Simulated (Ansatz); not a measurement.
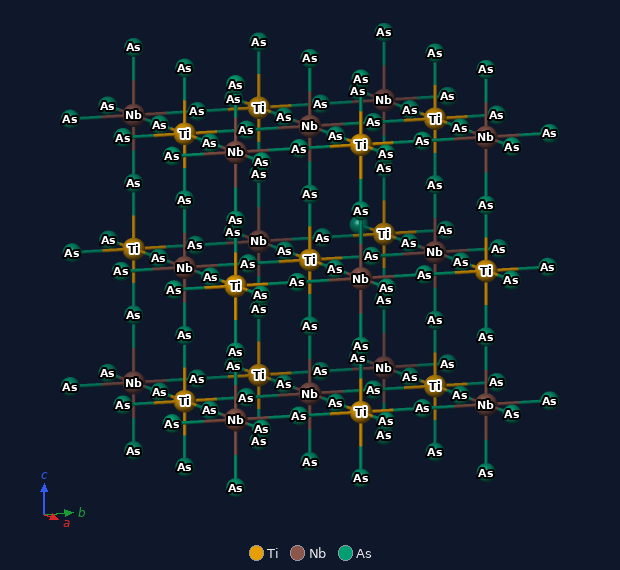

TiNbAs6 (space group Fm-3m, No. 225). Coordinates: the end point of a relaxation with DFT PBE, scalar-relativistic, plane waves, PAW in Ansatz 0.2.0; the starting structure was generated, so it need not be a known form of this composition.

Bonds are taken as As–Nb below 2.8 Å and As–Ti below 2.7 Å. Atoms with one bond or none are removed and atoms with two bonds are replaced by edges, until no such atom is left.

> What kind of net remains, and which atoms are its nodes?

A uninodal 6-connected, three-periodic net: Ti and Nb are 6-connected nodes. As becomes part of the edges.

> Does the net have a name?

It is the pcu net, known from NaCl, ReO3 and the B-X framework of perovskite.

> Is the net interpenetrated?

It is a single net, without interpenetration.

> Give the first four terms of the coordination sequence (nodes one, two, three … edges away).

Ti and Nb: 6, 18, 38, 66.

The simplified net, drawn on the atoms' positions. Nodes are coloured by element. Edges to nodes outside the piece are drawn as stubs.

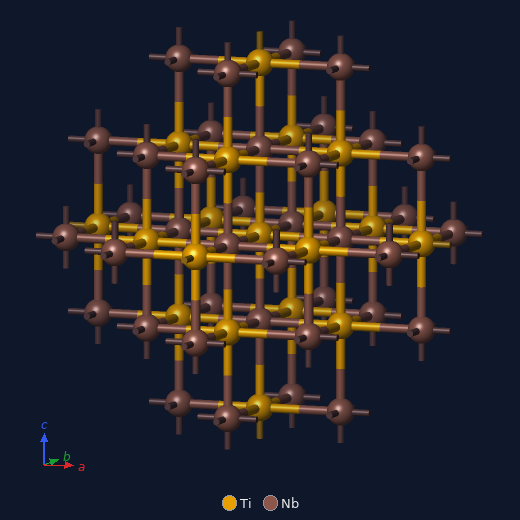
